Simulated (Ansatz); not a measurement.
# RPA@PBE/STO-3G run of SiF3 (SMILES F[Si](F)F)

What is the energy change on altering one bond length of SiF3 at RPA@PBE/STO-3G? 

The results are computed with Ansatz 0.2.0.

45 further runs of the same task are left out: 7 that didn't finish, 38 set aside as unsound or not needed.

**1. Starting point**

The species is SiF3 (4 atoms), meant as a doublet with charge 0. As SMILES, `F[Si](F)F`. The coordinates come from a GFN2-xTB relaxation.

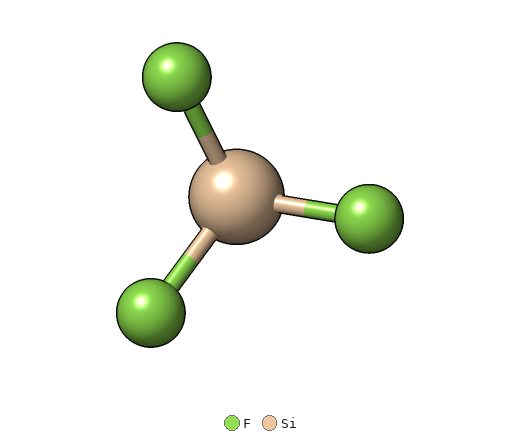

The structure, seen from a chosen angle (fluorine green, silicon light orange).

**2. The energy at RPA@PBE/STO-3G**

run.yaml reads:

```yaml
crystal:
  periodic: [false, false, false]
  atoms:
    - symbol: F
      position_ang: [0.787890, -0.508980, 1.119030]
    - symbol: Si
      position_ang: [-0.325240, 0.244050, 0.268860]
    - symbol: F
      position_ang: [-0.962750, -0.889100, -0.646850]
    - symbol: F
      position_ang: [0.500100, 1.154030, -0.741040]
basis:
  gaussian:
    orbitals: STO-3G
magnetization:
  spin_polarized: true
  initial_magnetization: 1
hamiltonian:
  xc: {name: PBE}
correlation:
  method: rpa
  frozen_orbitals: {F: 1, Si: 5}
accuracy: high
```

The run is started by

```console
ansatz run run.yaml --threads 1 --pin off --max-ram 2610MiB --events-out events.jsonl --progress --plain --runs-dir runs
```

Log:

```text
Warning: RAYON_NUM_THREADS=1 ignored (pool sized by the plan → 1); use --threads N
Functional definition: PBE
  name "PBE"
  parameter kappa = 0.804
  parameter beta = 0.06672455060314922
  exchange = pbe_x(kappa = kappa, mu = beta*pi^2/3)
  correlation = pbe_c(beta = beta)
460 factors; integrals over basis functions are off by at most 3.5e-8 eV
mean field evaluation 1: about -15804.4334 eV, gradient 1.5e1 eV
mean field evaluation 2: about -15804.4213 eV, gradient 1.5e1 eV
mean field evaluation 4: about -15806.1280 eV, gradient 5.7e-1 eV
mean field evaluation 8: about -15806.1315 eV, gradient 6.2e-3 eV
mean field evaluation 16: about -15806.1315 eV, gradient 4.3e-8 eV
mean field -15806.13153253 eV, -580.8646200398 hartree, gradient 4.1e-8 eV, S^2 0.750608; 0 other end points of the search recorded, 0 dependent functions left out
8 core orbitals not correlated: weight in the atoms' cores, before any rotation towards them, 1.000 or more for the frozen orbitals, at most 0.000 for the correlated occupied ones
reference -15773.51631924 eV, -579.6660330589 hartree; 13, 12 occupied and 3, 4 virtual orbitals, 460 factors
Total energy: -15779.33137352 eV, -579.8797323621 hartree
```

Run time: 0.86 s. Hardware: 1 thread of AMD EPYC 9R45 (Zen 5), shared host.

**3. The distorted shape, same level**

in.yaml reads:

```yaml
crystal:
  periodic: [false, false, false]
  atoms:
    - symbol: F
      position_ang: [1.066162, -0.697230, 1.331564]
    - symbol: Si
      position_ang: [-0.325240, 0.244050, 0.268860]
    - symbol: F
      position_ang: [-0.962750, -0.889100, -0.646850]
    - symbol: F
      position_ang: [0.500100, 1.154030, -0.741040]
basis:
  gaussian: {orbitals: STO-3G}
magnetization: {spin_polarized: true, initial_magnetization: 1}
hamiltonian: {xc: {name: PBE}}
correlation: {method: rpa, frozen_orbitals: {F: 1, Si: 5}}
accuracy: high
```

The run is started by

```console
ansatz run in.yaml --threads 1 --pin off --max-ram 2610MiB --events-out events.jsonl --progress --plain --runs-dir runs
```

Log, cut to the lines that bear on the results:

```text
Warning: RAYON_NUM_THREADS=1 ignored (pool sized by the plan → 1); use --threads N
[... 2 set-up lines as earlier in the session ...]
[...]
450 factors; integrals over basis functions are off by at most 3.1e-8 eV
[...]
mean field -15805.44812065 eV, -580.8395051163 hartree, gradient 6.7e-9 eV, S^2 0.752661; 2 other end points of the search recorded, 0 dependent functions left out
8 core orbitals not correlated: weight in the atoms' cores, before any rotation towards them, 1.000 or more for the frozen orbitals, at most 0.000 for the correlated occupied ones
reference -15771.74117281 eV, -579.6007976308 hartree; 13, 12 occupied and 3, 4 virtual orbitals, 450 factors
Total energy: -15778.69314206 eV, -579.8562777883 hartree
```

Wall time 1.1 s (1 thread of AMD EPYC 9R45 (Zen 5), shared host).

**4. Summary of results**

At RPA@PBE/STO-3G, 8 core orbitals frozen:

```
                                                          quantity          value
                                         first shape: total energy  -579.87973 Eh
                     first shape: RPA correlation energy (valence)     -213.7 mEh
                    first shape: ⟨S²⟩ of the reference determinant          0.751
                                     distorted shape: total energy  -579.85628 Eh
                 distorted shape: RPA correlation energy (valence)     -255.5 mEh
                distorted shape: ⟨S²⟩ of the reference determinant          0.753
energy change with the F1–Si2 bond stretched from 1.590 to 1.988 Å       0.638 eV
```

**Reading.** With the F1–Si2 bond stretched from 1.590 to 1.988 Å the energy rises by 0.64 eV (61.6 kJ/mol). The first shape isn't relaxed at this level, so the change isn't measured from a minimum. The minimal basis adds a large error of its own.
